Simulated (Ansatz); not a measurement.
Input

```
crystal:
  periodic: [false, false, false]
  atoms:
    - { symbol: Ga, position_ang: [0.0, 0.0, 0.0] }
    - { symbol: "N", position_ang: [0.0, 0.0, 2.28] }
    - { symbol: H, position_ang: [-0.877, -0.2713, 2.81] }
    - { symbol: H, position_ang: [0.877, 0.2713, 2.81] }
    - { symbol: H, position_ang: [1.3596, 0.0, -0.785] }
    - { symbol: H, position_ang: [-1.3596, 0.0, -0.785] }
    - { symbol: H, position_ang: [-0.2339, 1.7591, 0.5897] }
    - { symbol: H, position_ang: [-0.1834, 1.3794, 1.5756] }
basis:
  gaussian: { orbitals: def2-SVP }
hamiltonian:
  xc: pbe
relax:
  f_tol: 0.15
  max_steps: 25
  restrain:
    - { distance: [0, 6], at: 1.57, k: 30.0 }
    - { distance: [7, 1], at: 1.06, k: 30.0 }
    - { distance: [0, 1], at: 3.13, k: 30.0 }
    - { distance: [7, 6], at: 1.86, k: 30.0 }
output:
  orbitals: {}
```

Command:

```sh
ansatz run input.yaml --threads 1 --pin off --max-ram 2048MiB --backend cpu --events-out ev --progress --plain --runs-dir out
```

The fields are those of the run's last geometry, not of the input's.

Not at a stationary point (largest force 0.8 eV/Å).

Computed with RKS PBE/def2-SVP in Ansatz 0.2.0.

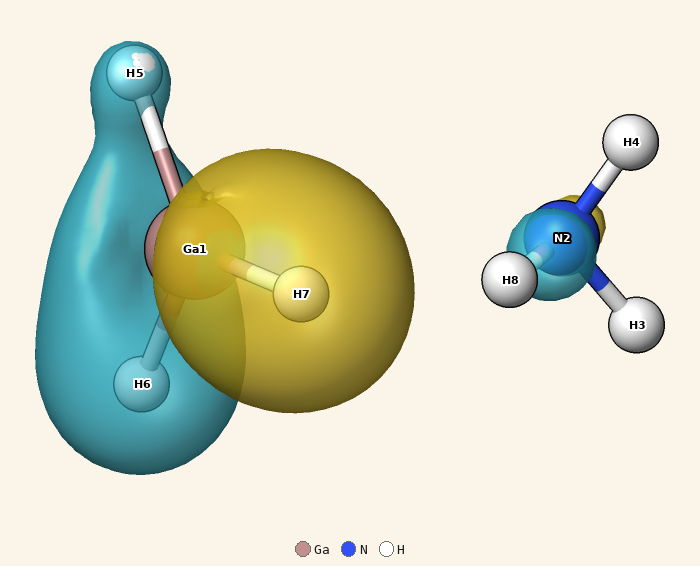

GaH$_{3}$···NH$_{3}$. The HOMO−1 at ±0.15 Å⁻³ᐟ² (yellow and cyan are the two phases), seen at a tilt.

> What is the character of this orbital?

Its weight (Hirshfeld) is mainly on Ga1 (about 40 %), H7 (about 35 %) and H6 (about 20 %). Its energy is −6.93 eV.
